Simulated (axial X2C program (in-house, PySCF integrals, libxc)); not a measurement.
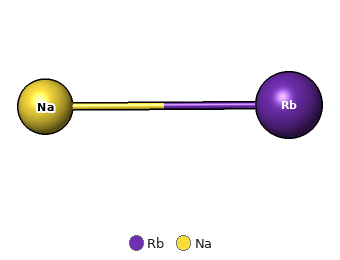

Figure 1. The molecule at the reference distance of 3.681 Å.

## Run report: RbNa, relativistic diatomic calculation

- system: RbNa, single determinant with Ω = 0.
- method: LDA, two-component X2C with atomic mean-field Coulomb and Gaunt terms, Rb dyall-cv3z, Na dyall-cv3z (cores contracted) (axial X2C program (in-house, PySCF integrals, libxc))

## Log
```
two-component X2C + atomic mean field  LDA
basis functions 200  fitting functions 998  grid points 5092
iter        total energy     max residual
   1      -3137.593516744     3.71e-01
   2      -3137.604856878     1.24e-02
   3      -3137.605101386     2.40e-02
   4      -3137.605423441     6.75e-04
   5      -3137.605425164     3.73e-04
   6      -3137.605426305     9.87e-05
   7      -3137.605426351     7.37e-05
   8      -3137.605426389     2.51e-06
   9      -3137.605426389     1.29e-06
converged
one-electron -4474.49225368  Coulomb 1390.68630198  exact exchange 0.00000000  xc functional -111.08350237  nuclear repulsion 58.50994970  atomic mean-field constant -1.22592202
```

## The points of the curve

```tsv
R (Å)	E (hartree)	dipole (D; origin at the first atom, positive when the second is positive)	highest filled (eV)	lowest empty (eV)
3.203	−3137.603620	−2.42	−2.94	−1.68
3.350	−3137.605079	−2.49	−2.91	−1.71
3.460	−3137.605587	−2.54	−2.89	−1.74
3.571	−3137.605680	−2.60	−2.87	−1.77
3.681	−3137.605426	−2.65	−2.85	−1.80
3.810	−3137.604778	−2.71	−2.83	−1.83
3.939	−3137.603829	−2.77	−2.81	−1.86
4.104	−3137.602277	−2.85	−2.79	−1.91
4.307	−3137.600045	−2.93	−2.77	−1.97
4.601	−3137.596454	−3.04	−2.74	−2.04
```

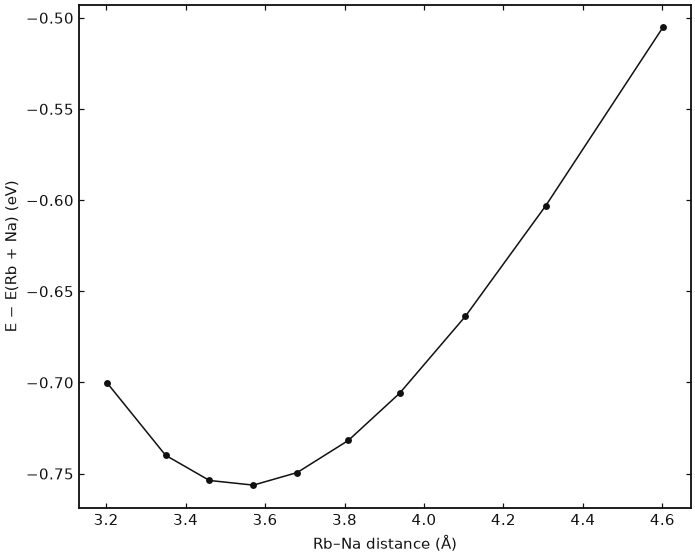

Figure 2. Energy at 10 bond lengths, for one set of occupations held fixed; the line joins the points. A polynomial of degree 6 through 9 points gives rₑ = 3.542 Å, ωₑ = 110.2 cm⁻¹, ωₑxₑ = 0.34 cm⁻¹ and Bₑ = 0.07427 cm⁻¹. The minimum lies 0.76 eV below Rb + Na, each computed as one determinant at the same level.

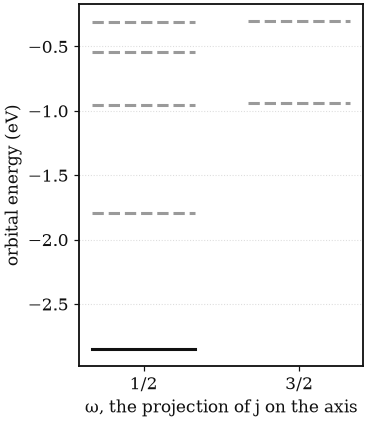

Figure 3. Orbital energies near the frontier at 3.68 Å, filled (solid) and empty (dashed); the Kramers partners at −ω are degenerate and not drawn. The highest filled spinor (1/2; 49 % Na s, 41 % Rb s) lies at −2.85 eV, the lowest empty one (1/2; 30 % Rb s, 28 % Rb p) at −1.80 eV.

## Input file
```
{"zs": [37, 11], "q": 0, "bas": ["dyall-cv3z", "dyall-cv3z"], "levels": ["PBE0", "HF", "LDA"], "cc": true, "r0": 3.65, "thr": -1.0, "nmax": 90, "npts": 10, "nst": 2, "ntry": 6}
```

The line is the task of a batch: nuclear charges, charge, bases, the levels to run, a first guess of the distance and further settings. This report covers LDA with spin-orbit coupling. The log is that of the reference distance 3.681 Å.

The run was one of a batch that the task file lists, launched with:
```bash
python <driver script> task.json out
```

## Results in brief

```tsv
quantity	value
outcome	converged
bond length rₑ	3.542 Å
ωₑ	110.2 cm⁻¹
energy at the minimum	−3137.60569 hartree
depth below the fragments	0.76 eV
hardware	1 thread of Arm Neoverse V1, 24 GiB of memory available, shared host
wall time	2.2 s
peak memory	0.67 GiB
```
